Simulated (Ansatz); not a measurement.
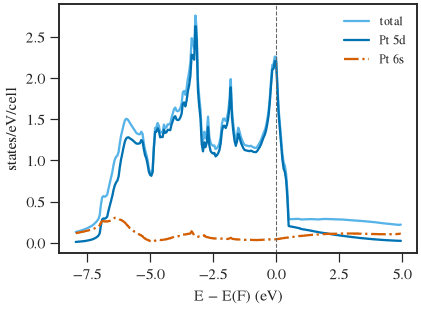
Figure. Total and projected density of states of Pt (fcc (Cu type), space group No. 225), PBE in the plane-wave PAW code Ansatz

Problem. Which orbitals carry the states next to the Fermi level?

Solution. Within 0.5 eV of the Fermi level: Pt 5d 96 %. Projections are on Löwdin-orthogonalised atomic valence shells; empty p or d shells of many metals are not among them.

Problem. Where is the tallest occupied peak in this window, and what makes it?

Solution. Near -3.2 eV, about 2.8 states/eV per cell; the largest projected share is Pt 5d.

Space group Fm-3m (fcc (Cu type)). The cell was relaxed with PBE under the symmetry of its start. The run is not spin-polarised. Scalar-relativistic: spin–orbit coupling is off unless named, which matters more the heavier the elements.

Potentials: the later of the program's two PAW sets.
